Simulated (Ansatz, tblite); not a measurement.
# The cluster B₆P₆: removing and adding an electron

Aim: the energy of removing and adding an electron for the cluster B₆P₆, by energy differences, and how well orbital energies stand in for it.

The runs use Ansatz 0.2.0, Gaussian basis; as each input shows.

The runs, in order: charge +1 doublet, at the geometry of the singlet (PBE0-D4/def2-TZVP, PBE-D4/def2-TZVP, HF/def2-TZVP); charge -1 doublet, at the geometry of the singlet (PBE0-D4/def2-TZVP, PBE-D4/def2-TZVP, HF/def2-TZVP); the starting singlet's energies come from earlier runs.

2 further runs of the same task are left out: 2 set aside as unsound or not needed. Runs told in other sessions of the task aren't counted.

## (1) The structure

The geometry is that of the singlet, from an earlier relaxation (PBE-D4/def2-SVP). At that level it is the lowest of the isomers that a small search found.

12 atoms, charge 0, spin multiplicity 1.

Atoms are counted from 1 here; the program's logs count them from 0.

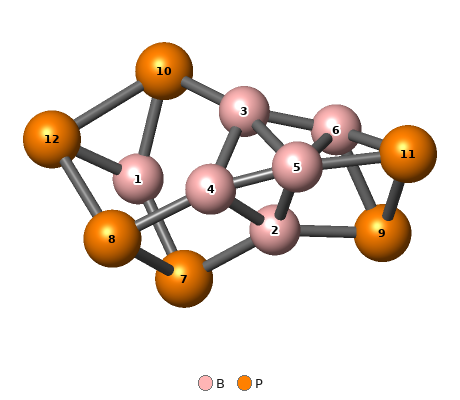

The geometry (boron pink, phosphorus orange); atoms are numbered from 1 in the order of the file.

## (2) Charge +1 doublet at the fixed geometry, PBE0-D4/def2-TZVP

Contents of in.yaml:

```yaml
crystal:
  periodic: [false, false, false]
  atoms:
    - {symbol: B, position_ang: [-0.371346, -0.933223, -1.834650]}
    - {symbol: B, position_ang: [-0.943994, 0.453607, 0.499240]}
    - {symbol: B, position_ang: [0.879022, -0.611926, 0.398000]}
    - {symbol: B, position_ang: [0.619488, 1.050664, -0.205068]}
    - {symbol: B, position_ang: [0.662648, 0.933221, 1.343231]}
    - {symbol: B, position_ang: [0.040042, -0.731918, 1.805847]}
    - {symbol: P, position_ang: [-1.732902, 0.307634, -1.331151]}
    - {symbol: P, position_ang: [0.201054, 1.371511, -2.053900]}
    - {symbol: P, position_ang: [-1.763495, 0.018151, 2.179465]}
    - {symbol: P, position_ang: [1.099448, -1.868626, -1.015876]}
    - {symbol: P, position_ang: [0.232529, 0.579309, 3.185019]}
    - {symbol: P, position_ang: [1.077496, -0.568385, -2.970157]}
basis:
  gaussian: {orbitals: def2-TZVP}
total_charge: 1
magnetization: {spin_polarized: true, initial_magnetization: 1}
hamiltonian: {xc: pbe0, dispersion: d4}
scf: {omitted_lower_state_checks: [starts]}
output: {orbitals: {seedname: orbitals}}
```

Started as:

```sh
> ansatz run in.yaml --threads 4 --pin off --events-out ev --progress --plain --max-ram 6963MiB
```

What it wrote:

```text
Functional definition: PBE0
  name "PBE0"
  cite "Adamo & Barone, J. Chem. Phys. 110, 6158 (1999) doi:10.1063/1.478522"
  cite "Perdew, Burke & Ernzerhof, Phys. Rev. Lett. 77, 3865 (1996) doi:10.1103/PhysRevLett.77.3865"
  parent pbe
  parameter a = 0.25
  parameter kappa = 0.804
  parameter beta = 0.06672455060314922
  exchange = (1 - a)*pbe_x(kappa = kappa, mu = beta*pi^2/3) + a*exact_x
  correlation = pbe_c(beta = beta)
these checks for a lower state are left out or cut short: starts
2706 factors; their error is unknown
the host lacks memory for fits, so the integrals are decomposed
2475 factors; integrals over basis functions are off by at most 8.4e-4 eV
mean field evaluation 1: about -59720.1087 eV, gradient 8.3e1 eV
mean field evaluation 2: about -59383.6684 eV, gradient 2.2e2 eV
mean field evaluation 4: about -59718.6146 eV, gradient 7.7e1 eV
mean field evaluation 8: about -59757.5423 eV, gradient 1.4e0 eV
mean field evaluation 16: about -59758.1494 eV, gradient 5.1e-2 eV
mean field evaluation 32: about -59758.1496 eV, gradient 7.1e-4 eV
mean field -59758.14963276 eV, -2196.0714934752 hartree, gradient 1.9e-5 eV, S^2 0.763337; 0 other end points of the search recorded, 0 dependent functions left out
reference -59758.14966836 eV, -2196.0714947834 hartree; 60, 59 occupied and 348, 349 virtual orbitals, 2475 factors
Total energy: -59759.04228816 eV, -2196.1042979562 hartree
Checks for a lower state left out: starts
```

It took 68 s on 4 threads of Arm Neoverse V1, shared host; peak memory 3 GiB.

From the report: HOMO -10.90 eV, LUMO -9.32 eV (over both spins); ⟨S²⟩ 0.763 (pure: 0.75).

## (3) Charge +1 doublet at the fixed geometry, PBE-D4/def2-TZVP

start.molden holds the orbitals of an earlier run on this state, given as this run's starting guess.

in.yaml, as its differences from that of step 2:

```diff
@@ -16,6 +16,6 @@
 basis:
-  gaussian: {orbitals: def2-TZVP}
+  gaussian: {orbitals: def2-TZVP, initial_orbitals: start.molden}
 total_charge: 1
 magnetization: {spin_polarized: true, initial_magnetization: 1}
-hamiltonian: {xc: pbe0, dispersion: d4}
+hamiltonian: {xc: pbe, dispersion: d4}
 scf: {omitted_lower_state_checks: [starts]}
```

Same command.

What it wrote:

```text
Functional definition: PBE
  name "PBE"
  cite "Perdew, Burke & Ernzerhof, Phys. Rev. Lett. 77, 3865 (1996) doi:10.1103/PhysRevLett.77.3865"
  parent pbe
  parameter kappa = 0.804
  parameter beta = 0.06672455060314922
  exchange = pbe_x(kappa = kappa, mu = beta*pi^2/3)
  correlation = pbe_c(beta = beta)
these checks for a lower state are left out or cut short: starts
2634 factors; their error is unknown
mean field evaluation 1: about -59753.3137 eV, gradient 1.3e1 eV
mean field evaluation 2: about -59753.5664 eV, gradient 3.7e-1 eV
mean field evaluation 4: about -59753.5626 eV, gradient 1.6e-1 eV
mean field evaluation 8: about -59753.5627 eV, gradient 4.2e-5 eV
mean field -59753.56272617 eV, -2195.9029277673 hartree, gradient 1.2e-5 eV, S^2 0.754070; 0 other end points of the search recorded, 0 dependent functions left out
reference -59753.56277396 eV, -2195.9029295236 hartree; 60, 59 occupied and 348, 349 virtual orbitals, 2634 factors
Total energy: -59754.59352360 eV, -2195.9408088740 hartree
Checks for a lower state left out: starts
```

It took 25 s on 4 threads of Arm Neoverse V1, shared host; peak memory 1.5 GiB.

Report: HOMO -10.08 eV, LUMO -9.77 eV (over both spins); ⟨S²⟩ 0.754 (pure: 0.75).

## (4) Charge +1 doublet at the fixed geometry, HF/def2-TZVP

in.yaml, as its differences from that of step 3:

```diff
@@ -19,3 +19,3 @@
 magnetization: {spin_polarized: true, initial_magnetization: 1}
-hamiltonian: {xc: pbe, dispersion: d4}
+hamiltonian: {xc: hf}
 scf: {omitted_lower_state_checks: [starts]}
```

Same command.

What it wrote:

```text
Functional definition: HF
  name "HF"
  cite "Fock, Z. Phys. 61, 126 (1930) doi:10.1007/BF01340294"
  parent pbe
  exchange = exact_x
  correlation = 0
these checks for a lower state are left out or cut short: starts
3390 factors; their error is unknown
the host lacks memory for fits, so the integrals are decomposed
2475 factors; integrals over basis functions are off by at most 8.4e-4 eV
mean field evaluation 1: about -59651.6552 eV, gradient 3.6e1 eV
mean field evaluation 2: about -59653.5193 eV, gradient 2.3e0 eV
mean field evaluation 4: about -59653.7685 eV, gradient 2.2e-1 eV
mean field evaluation 8: about -59653.8291 eV, gradient 6.6e-5 eV
mean field -59653.82909537 eV, -2192.2377844374 hartree, gradient 2.3e-5 eV, S^2 0.863902; 0 other end points of the search recorded, 0 dependent functions left out
reference -59653.82909537 eV, -2192.2377844374 hartree; 60, 59 occupied and 348, 349 virtual orbitals, 2475 factors
Total energy: -59653.82909537 eV, -2192.2377844374 hartree
Checks for a lower state left out: starts
```

Wall time 57 s (4 threads of Arm Neoverse V1, shared host); peak memory 2.8 GiB.

From the report: HOMO -12.54 eV, LUMO -6.24 eV (over both spins); ⟨S²⟩ 0.864 (pure: 0.75).

## (5) Vertical ionisation energy

Charged state less starting state, singlet to doublet; the starting state's energies are those of its earlier runs.

| level | vertical ionisation energy (eV) | time |
| --- | --- | --- |
| HF/def2-TZVP | +7.30 | 79 s |
| PBE-D4/def2-TZVP | +7.72 | 38 s |
| PBE0-D4/def2-TZVP | +7.92 | 1.9 min |

Times add the two runs; a level without a time comes out of a correlated run.

Beside −ε(HOMO) of the starting state:

| level | −ε(HOMO) (eV) | by difference (eV) | mismatch (eV) |
| --- | --- | --- | --- |
| PBE-D4/def2-TZVP | 5.58 | 7.72 | -2.14 |
| PBE0-D4/def2-TZVP | 6.46 | 7.92 | -1.46 |

## (6) Charge -1 doublet at the fixed geometry, PBE0-D4/def2-TZVP

in.yaml, as its differences from that of step 4:

```diff
@@ -16,6 +16,6 @@
 basis:
-  gaussian: {orbitals: def2-TZVP, initial_orbitals: start.molden}
-total_charge: 1
+  gaussian: {orbitals: def2-TZVP}
+total_charge: -1
 magnetization: {spin_polarized: true, initial_magnetization: 1}
-hamiltonian: {xc: hf}
+hamiltonian: {xc: pbe0, dispersion: d4}
 scf: {omitted_lower_state_checks: [starts]}
```

The command is unchanged.

What it wrote:

```text
Functional definition: PBE0
  name "PBE0"
  cite "Adamo & Barone, J. Chem. Phys. 110, 6158 (1999) doi:10.1063/1.478522"
  cite "Perdew, Burke & Ernzerhof, Phys. Rev. Lett. 77, 3865 (1996) doi:10.1103/PhysRevLett.77.3865"
  parent pbe
  parameter a = 0.25
  parameter kappa = 0.804
  parameter beta = 0.06672455060314922
  exchange = (1 - a)*pbe_x(kappa = kappa, mu = beta*pi^2/3) + a*exact_x
  correlation = pbe_c(beta = beta)
these checks for a lower state are left out or cut short: starts
2706 factors; their error is unknown
the host lacks memory for fits, so the integrals are decomposed
2475 factors; integrals over basis functions are off by at most 8.4e-4 eV
mean field evaluation 1: about -59752.9581 eV, gradient 5.1e1 eV
mean field evaluation 2: about -59599.5063 eV, gradient 1.6e2 eV
mean field evaluation 4: about -59761.4874 eV, gradient 3.0e1 eV
mean field evaluation 8: about -59767.2794 eV, gradient 1.1e0 eV
mean field evaluation 16: about -59767.8628 eV, gradient 7.1e-2 eV
mean field evaluation 32: about -59767.8649 eV, gradient 2.7e-3 eV
mean field -59767.86493973 eV, -2196.4285244210 hartree, gradient 7.4e-6 eV, S^2 0.762033; 0 other end points of the search recorded, 0 dependent functions left out
reference -59767.86496947 eV, -2196.4285255139 hartree; 61, 60 occupied and 347, 348 virtual orbitals, 2475 factors
Total energy: -59768.83162312 eV, -2196.4640493803 hartree
Checks for a lower state left out: starts
```

Run time: 1.7 min. Hardware: 4 threads of Arm Neoverse V1, shared host; peak memory 3.3 GiB.

HOMO -0.49 eV, LUMO 1.03 eV (over both spins); ⟨S²⟩ 0.762 (pure: 0.75).

## (7) Charge -1 doublet at the fixed geometry, PBE-D4/def2-TZVP

in.yaml, as its differences from that of step 6:

```diff
@@ -16,6 +16,6 @@
 basis:
-  gaussian: {orbitals: def2-TZVP}
+  gaussian: {orbitals: def2-TZVP, initial_orbitals: start.molden}
 total_charge: -1
 magnetization: {spin_polarized: true, initial_magnetization: 1}
-hamiltonian: {xc: pbe0, dispersion: d4}
+hamiltonian: {xc: pbe, dispersion: d4}
 scf: {omitted_lower_state_checks: [starts]}
```

The command is unchanged.

What it wrote:

```text
Functional definition: PBE
  name "PBE"
  cite "Perdew, Burke & Ernzerhof, Phys. Rev. Lett. 77, 3865 (1996) doi:10.1103/PhysRevLett.77.3865"
  parent pbe
  parameter kappa = 0.804
  parameter beta = 0.06672455060314922
  exchange = pbe_x(kappa = kappa, mu = beta*pi^2/3)
  correlation = pbe_c(beta = beta)
these checks for a lower state are left out or cut short: starts
2634 factors; their error is unknown
mean field evaluation 1: about -59762.7958 eV, gradient 1.3e1 eV
mean field evaluation 2: about -59763.0497 eV, gradient 3.7e-1 eV
mean field evaluation 4: about -59763.0456 eV, gradient 1.9e-1 eV
mean field evaluation 8: about -59763.0464 eV, gradient 1.5e-4 eV
mean field evaluation 16: about -59763.0464 eV, gradient 8.3e-6 eV
mean field -59763.04637312 eV, -2196.2514453645 hartree, gradient 8.3e-6 eV, S^2 0.756878; 0 other end points of the search recorded, 0 dependent functions left out
reference -59763.04641203 eV, -2196.2514467941 hartree; 61, 60 occupied and 347, 348 virtual orbitals, 2634 factors
Total energy: -59764.16309774 eV, -2196.2924842374 hartree
Checks for a lower state left out: starts
```

It took 57 s on 4 threads of Arm Neoverse V1, shared host; peak memory 3.2 GiB.

HOMO 0.22 eV, LUMO 0.33 eV (over both spins); ⟨S²⟩ 0.757 (pure: 0.75). Doubts: highest occupied level lies above zero.

## (8) Charge -1 doublet at the fixed geometry, HF/def2-TZVP

in.yaml, as its differences from that of step 7:

```diff
@@ -19,3 +19,3 @@
 magnetization: {spin_polarized: true, initial_magnetization: 1}
-hamiltonian: {xc: pbe, dispersion: d4}
+hamiltonian: {xc: hf}
 scf: {omitted_lower_state_checks: [starts]}
```

Launched as before.

What it wrote:

```text
Functional definition: HF
  name "HF"
  cite "Fock, Z. Phys. 61, 126 (1930) doi:10.1007/BF01340294"
  parent pbe
  exchange = exact_x
  correlation = 0
these checks for a lower state are left out or cut short: starts
3390 factors; their error is unknown
the host lacks memory for fits, so the integrals are decomposed
2475 factors; integrals over basis functions are off by at most 8.4e-4 eV
mean field evaluation 1: about -59660.1651 eV, gradient 3.6e1 eV
mean field evaluation 2: about -59662.0182 eV, gradient 2.3e0 eV
mean field evaluation 4: about -59662.2079 eV, gradient 3.8e-1 eV
mean field evaluation 8: about -59662.2093 eV, gradient 2.1e-4 eV
mean field -59662.20931822 eV, -2192.5457519465 hartree, gradient 2.7e-5 eV, S^2 0.798172; 0 other end points of the search recorded, 0 dependent functions left out
reference -59662.20931822 eV, -2192.5457519465 hartree; 61, 60 occupied and 347, 348 virtual orbitals, 2475 factors
Total energy: -59662.20931822 eV, -2192.5457519465 hartree
Checks for a lower state left out: starts
```

Run time: 53 s. Hardware: 4 threads of Arm Neoverse V1, shared host; peak memory 2.8 GiB.

Report: HOMO -2.19 eV, LUMO 4.17 eV (over both spins); ⟨S²⟩ 0.798 (pure: 0.75).

## (9) Vertical electron affinity

Starting state less charged state (positive: the electron is bound), singlet to doublet; the starting state's energies are those of its earlier runs.

| level | vertical electron affinity (eV) | time |
| --- | --- | --- |
| HF/def2-TZVP | +1.08 | 75 s |
| PBE-D4/def2-TZVP | +1.85 | 69 s |
| PBE0-D4/def2-TZVP | +1.87 | 2.5 min |

Times add the two runs; a level without a time comes out of a correlated run.

Beside −ε(LUMO) of the starting state:

| level | −ε(LUMO) (eV) | by difference (eV) | mismatch (eV) |
| --- | --- | --- | --- |
| PBE-D4/def2-TZVP | 3.83 | 1.85 | +1.98 |
| PBE0-D4/def2-TZVP | 3.14 | 1.87 | +1.27 |

## (10) Results

| quantity | value |
| --- | --- |
| vertical ionisation energy, functionals in def2-TZVP | 7.72 (PBE-D4) to 7.92 eV (PBE0-D4) |
| vertical electron affinity, functionals in def2-TZVP | 1.85 (PBE-D4) to 1.87 eV (PBE0-D4) |

**Reading.** The vertical ionisation energy spans 7.72 to 7.92 eV over the functionals. −ε(HOMO) misses the level's own difference by -1.46 eV at best (PBE0-D4) and -2.14 eV at worst (PBE-D4). The vertical electron affinity spans 1.85 to 1.87 eV over the functionals. −ε(LUMO) misses the level's own difference by +1.27 eV at best (PBE0-D4) and +1.98 eV at worst (PBE-D4).

The anion's highest level is positive in at least one run, so there the basis alone may hold the extra electron.
